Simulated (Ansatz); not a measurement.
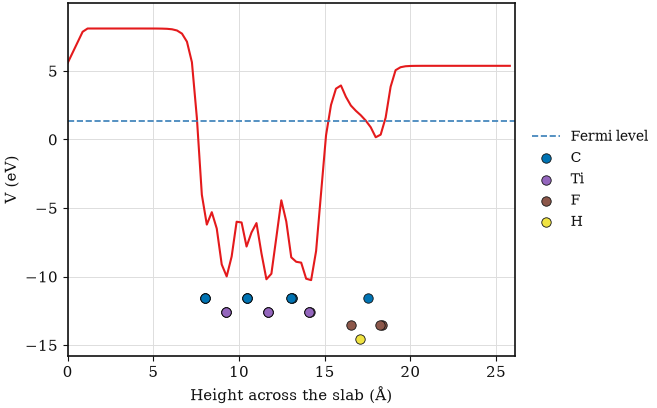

Plane-averaged electrostatic potential energy of an electron across the slab; circles at the bottom mark the heights of the atoms (positions after relaxation). System: a (111) slab cut from TiC (Fm-3m), of composition Ti12HC13F3 (not the bulk's), ended by Ti above and C below, 29 atoms in the cell. Computed with Ansatz 0.2.0: DFT PBE+D3(BJ), scalar-relativistic, plane waves, PAW, no spin polarisation, 4×4×1 k mesh.

The work function is 4.02 eV at the right face and 6.74 eV at the left. The vacuum level is 2.72 eV higher at the left than at the right, so the slab carries a dipole along its normal; the ramp in the vacuum, at or near the edge of the plot, is the dipole correction that keeps each side flat. Some atoms were held fixed in the relaxation, which can itself make the faces differ. The outermost atoms are 10.3 Å apart, which leaves 15.8 Å of vacuum in a cell 26.1 Å high.
